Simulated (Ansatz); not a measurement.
SiH₄O₂Cl₃F: several calculations on one system

Part 1: Relaxation

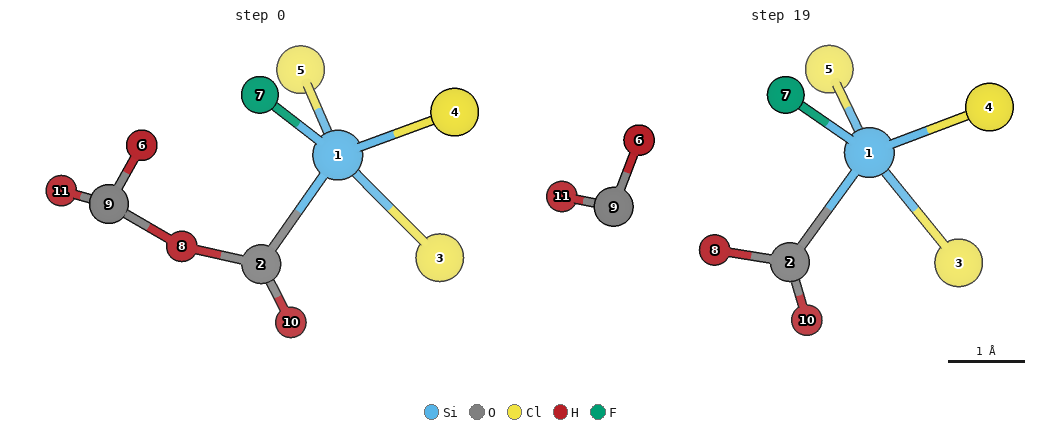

The structure of SiH4O2Cl3F (started from a transition state, displaced along its imaginary mode) before (left) and after (right) a relaxation, at one scale.

The picture is a ball-and-stick view, seen at a tilt.

These are results of RKS PBE0-D4/def2-TZVP in Ansatz 0.2.0, not measurements.

The input:
```yaml
crystal:
  periodic: [false, false, false]
  atoms:
    - {symbol: Si, position_ang: [-0.694414, 0.903232, -0.141561]}
    - {symbol: O, position_ang: [0.305955, -0.339193, -0.902939]}
    - {symbol: Cl, position_ang: [-1.807025, 0.897041, -2.064639]}
    - {symbol: Cl, position_ang: [-0.398669, 2.927830, -0.269954]}
    - {symbol: Cl, position_ang: [-2.330947, 0.113862, 0.927336]}
    - {symbol: H, position_ang: [1.127047, -0.610389, 1.285893]}
    - {symbol: F, position_ang: [0.175334, 0.789120, 1.113280]}
    - {symbol: H, position_ang: [0.926852, -0.918821, -0.171771]}
    - {symbol: O, position_ang: [1.503096, -1.259276, 0.811168]}
    - {symbol: H, position_ang: [0.010462, -0.530096, -1.798421]}
    - {symbol: H, position_ang: [1.182309, -1.973211, 1.211509]}
basis:
  gaussian: {orbitals: def2-TZVP}
hamiltonian: {xc: pbe0, dispersion: d4}
relax: {f_tol: 0.005, max_steps: 200}
```

Command:
```bash
ansatz run in.yaml --threads 5 --pin off --events-out ev --progress --plain --max-ram 66560MiB --backend cuda --devices 0, --max-vram 37GiB
```

What changed between the two?

Answer. The largest move after the best rigid fit is that of H6, 0.35 Å. Largest moves by element: H 0.35 Å, Cl 0.24 Å, O 0.21 Å, Si 0.16 Å, F 0.14 Å. Near-neighbour distances that change, for instance: H8–O9 1.189 → 1.508 Å, Si1–F7 1.531 → 1.658 Å, O2–H8 1.121 → 1.025 Å, O9–H11 0.879 → 0.961 Å. Among the angles between lasting bonds that change: H8–O2–H10 132.4° → 117.5°, Cl3–Si1–F7 173.6° → 165.3°, O2–Si1–F7 88.8° → 82.6°. The energy falls by 111.1 kJ/mol in 19 geometry steps. The largest force component goes from 5.5 to 0.0032 eV/Å. The run took about 28 s of wall time on a shared GPU.

Part 2: Relaxation

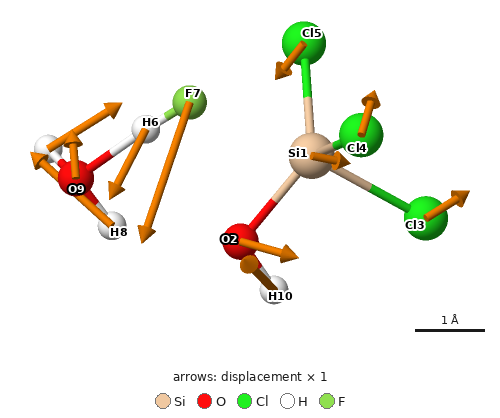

A relaxation of SiH₄O₂Cl₃F (started from a transition state, displaced along its imaginary mode). The starting structure is drawn; orange arrows show the displacements, at their true length. The two geometries are superimposed by the best rigid fit.

The picture is a ball-and-stick view, seen at a tilt.

Computed with Ansatz, RKS PBE0-D4/def2-TZVP.

Input file:
```yaml
crystal:
  periodic: [false, false, false]
  atoms:
    - {symbol: Si, position_ang: [-0.873734, 0.829244, -0.389141]}
    - {symbol: O, position_ang: [0.238574, -0.195180, -1.036567]}
    - {symbol: Cl, position_ang: [-2.062347, 0.989432, -2.095390]}
    - {symbol: Cl, position_ang: [-0.333442, 2.815515, -0.151981]}
    - {symbol: Cl, position_ang: [-2.266757, 0.111337, 0.899775]}
    - {symbol: H, position_ang: [0.902029, -0.067378, 1.171058]}
    - {symbol: F, position_ang: [0.472765, 0.602286, 1.259424]}
    - {symbol: H, position_ang: [1.315949, -1.332079, 0.022704]}
    - {symbol: O, position_ang: [1.542640, -1.264525, 0.925671]}
    - {symbol: H, position_ang: [-0.022561, -0.372883, -1.948500]}
    - {symbol: H, position_ang: [1.086884, -2.115670, 1.342848]}
basis:
  gaussian: {orbitals: def2-TZVP}
hamiltonian: {xc: pbe0, dispersion: d4}
relax: {f_tol: 0.005, max_steps: 200}
```

Run as
```bash
ansatz run in.yaml --threads 5 --pin off --events-out ev --progress --plain --max-ram 66560MiB --backend cuda --devices 0, --max-vram 37GiB
```

**Describe the change and its energy.**

The energy falls by 48.4 kcal/mol in 82 accepted moves (89 points after the start). The largest force component goes from 13 to 0.0041 eV/Å. The line search rejected the trial steps at points 16, 24, 49, 52, 56, 60, 81 of the run. The atom that moves furthest after the best rigid fit is F7 (2.22 Å). Largest moves by element: F 2.22 Å, H 1.71 Å, O 0.93 Å, Cl 0.85 Å, Si 0.64 Å. Among the contacts that change: Si1–F7 2.141 → 3.634 Å, H6–F7 0.800 → 0.968 Å, H6–O9 1.380 → 1.529 Å, O9–H11 1.052 → 0.968 Å. Among the angles between lasting bonds that change: Si1–O2–H10 107.7° → 120.1°, O2–Si1–Cl3 96.4° → 108.7°, Cl3–Si1–Cl4 99.7° → 110.3°. The run took about 180 s of wall time on a shared GPU.

Part 3: Reaction

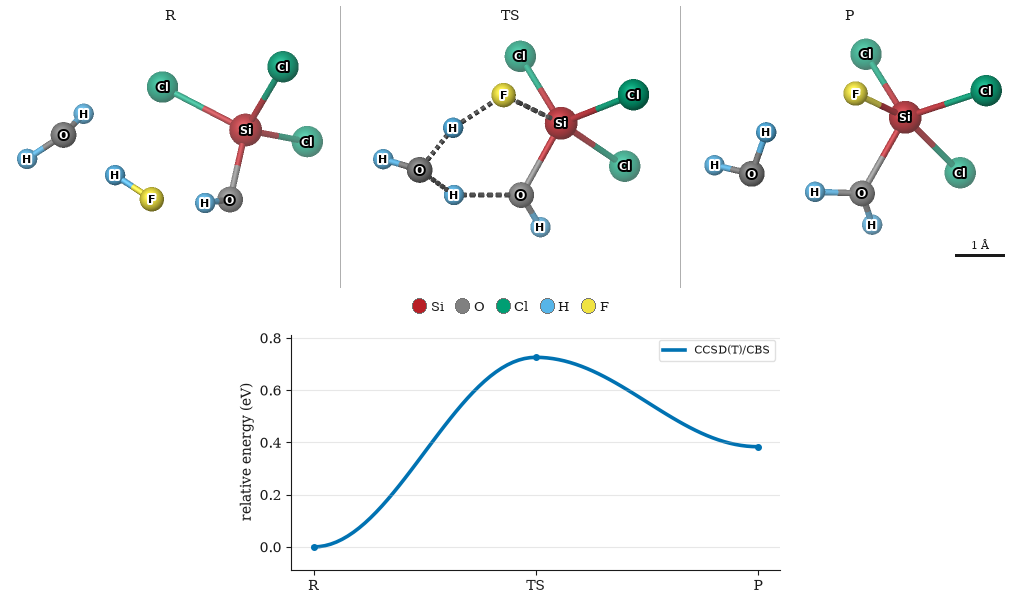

A reaction step of SiH$_{4}$O$_{2}$Cl$_{3}$F, with its energy diagram. Style: ball-and-stick. Shown at a tilt. Dashed sticks mark bonds that form or break.

Stationary points at PBE0-D4/def2-TZVP, single-point energies with CCSD(T)/CBS (def2-TZVPP where no basis is named; Ansatz 0.2.0). The energies are electronic, without zero-point or thermal terms, and both ends are the minima reached downhill from the saddle, with any fragments still in contact. CCSD(T)/CBS stands for a frozen-core estimate: MP2 correlation extrapolated from def2-TZVPP and def2-QZVPP, CCSD(T) minus MP2 from the smaller set.

Q: Describe the step and its energetics.

A: Counted by bonded pieces, R holds HF + H₂O + SiHCl₃O and P holds H₂O + SiH₂Cl₃OF. From R over the saddle to P, bonds form: F–Si (3.63 → 1.83 → 1.66 Å), H–O (4.32 → 1.50 → 1.03 Å), H–O (1.53 → 1.11 → 0.97 Å). Bonds break: F–H (0.97 → 1.24 → 2.04 Å), H–O (0.96 → 1.03 → 1.51 Å). The saddle has one imaginary mode, 250i cm⁻¹. With CCSD(T)/CBS the barrier is 0.73 eV from R and 0.34 eV from P, and P lies 0.38 eV above R.
